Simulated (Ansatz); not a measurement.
# CH3AlBr2: atomisation energy from a Python script

A script is to give an atomisation energy; the system is CH3AlBr2. SMILES: [CH3][Al]([Br])[Br].

All numbers are computed with the Python package of Ansatz 0.2.0. Level of theory: r2SCAN/cc-pVDZ.

### Step 1. The structure

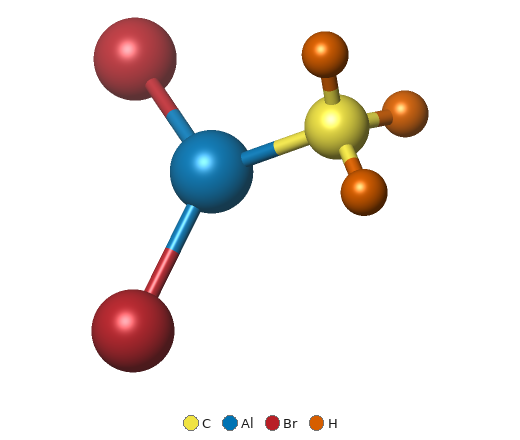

The structure that the script starts from, seen from a chosen angle (carbon yellow, aluminium blue, bromine red, hydrogen orange).

The script reads ch3albr2.xyz:

```xyz
7

C    -0.11040    0.96450   -0.10970
Al    0.12850   -0.94970    0.10490
Br    1.97010   -1.72930    1.32360
Br   -1.31760   -2.48070   -0.85890
H    -1.07440    1.17180   -0.73910
H    -0.27480    1.49920    0.87350
H     0.73980    1.45610   -0.64000
```

### Step 2. The code

tae.py

```python
from collections import Counter
from dataclasses import dataclass

import ansatz


@dataclass
class Options:
    basis_set: str = "cc-pVDZ"
    functional: str = "r2SCAN"


settings = Options()


def energy(molecule, charge=0, unpaired=0):
    calc = molecule.calculation().basis(gaussian=settings.basis_set).functional(settings.functional)
    if charge:
        calc = calc.charge(charge)
    if unpaired:
        calc = calc.spin("collinear", total=unpaired)
    return calc.run(threads=1).report["free_energy_ev"]


def main() -> None:
    geometry = ansatz.Crystal.molecule_from_extxyz("ch3albr2.xyz")

    unpaired = {"C": 2, "Al": 1, "Br": 1, "H": 1}
    counts = Counter(site.symbol for site in geometry.cartesian_sites)
    atom_energy = {s: energy(ansatz.Crystal.molecule().atom(s, (0, 0, 0)), 0, unpaired[s]) for s in counts}
    whole = energy(geometry, 0, 0)
    for s, e in atom_energy.items():
        print(f"{s:2s} x{counts[s]}  {e:14.5f} eV")
    print(f"CH3AlBr2: {whole:.5f} eV")
    split = sum(counts[s] * e for s, e in atom_energy.items()) - whole
    print(f"atomisation energy (no zero-point term): {23.060548 * split:.1f} kcal/mol, {split / sum(counts.values()):.3f} eV an atom")


if __name__ == "__main__":
    main()
```

### Step 3. The input behind the calls

The engine receives this input (first run):

```yaml
crystal:
  periodic: [false, false, false]
  atoms:
    - { symbol: C, position_ang: [0.0, 0.0, 0.0] }
basis:
  gaussian:
    orbitals: cc-pVDZ
hamiltonian:
  xc: r2scan
magnetization:
  spin_polarized: true
  initial_magnetization: 2.0
```

### Step 4. The run

Started as:

```bash
> python tae.py
```

The log of the run:

```text
C  x1     -1029.30532 eV
Al x1     -6594.06165 eV
Br x2    -70043.89305 eV
H  x3       -13.58415 eV
CH3AlBr2: -147775.73832 eV
atomisation energy (no zero-point term): 549.6 kcal/mol, 3.405 eV an atom
```

Run time: 14 s. Hardware: 1 thread of Arm Neoverse V2, shared host; peak memory 0.24 GiB.

### Step 5. What changed from run to run

The engine's inputs for some of the other runs:

Run 2, against run 1:

```diff
@@ -4 +4 @@
-    - { symbol: C, position_ang: [0.0, 0.0, 0.0] }
+    - { symbol: Al, position_ang: [0.0, 0.0, 0.0] }
@@ -12 +12 @@
-  initial_magnetization: 2.0
+  initial_magnetization: 1.0
```

Run 4, against run 1:

```diff
@@ -4 +4 @@
-    - { symbol: C, position_ang: [0.0, 0.0, 0.0] }
+    - { symbol: H, position_ang: [0.0, 0.0, 0.0] }
@@ -12 +12 @@
-  initial_magnetization: 2.0
+  initial_magnetization: 1.0
```

Run 5, against run 1:

```diff
@@ -4 +4,7 @@
-    - { symbol: C, position_ang: [0.0, 0.0, 0.0] }
+    - { symbol: C, position_ang: [-0.1104, 0.9645, -0.1097] }
+    - { symbol: Al, position_ang: [0.1285, -0.9497, 0.1049] }
+    - { symbol: Br, position_ang: [1.9701, -1.7293, 1.3236] }
+    - { symbol: Br, position_ang: [-1.3176, -2.4807, -0.8589] }
+    - { symbol: H, position_ang: [-1.0744, 1.1718, -0.7391] }
+    - { symbol: H, position_ang: [-0.2748, 1.4992, 0.8735] }
+    - { symbol: H, position_ang: [0.7398, 1.4561, -0.64] }
@@ -10,3 +15,0 @@
-magnetization:
-  spin_polarized: true
-  initial_magnetization: 2.0
```

### Step 6. The engine's runs

From the records of these 5 runs:

```csv
run,system,unpaired or total moment,energy (eV),<S²>,SCF cycles,CPU time (s)
1,C,2,-1029.3053,2.00,23,0.49
2,Al,1,-6594.0617,0.76,71,2.3
3,Br,1,-70043.8930,0.75,29,1.7
4,H,1,-13.5842,0.75,5,0.25
5,CH3AlBr2,not set,-147775.7383,0.00,16,8.8
```

Totals carry meaning only in balanced differences at one level of theory.

### Step 7. Results

| quantity | value |
| --- | --- |
| atomisation energy, no zero point | 549.6 kcal/mol |
| runs compared | 5 |

Zero-point motion and spin-orbit terms of the atoms are left out, and both would lower it. 549.6 kcal/mol from the electronic energies, without the zero-point term. Reading the output:
- The geometry is a force-field or estimated start, not a minimum of this method, and the basis set is short of its limit. All parts are taken at fixed geometry, without zero-point energy.
- For Al to Cl the sets with a tight d function, cc-pV(X+d)Z, are usual.
- The spin-orbit lowering of heavy atoms is left out.
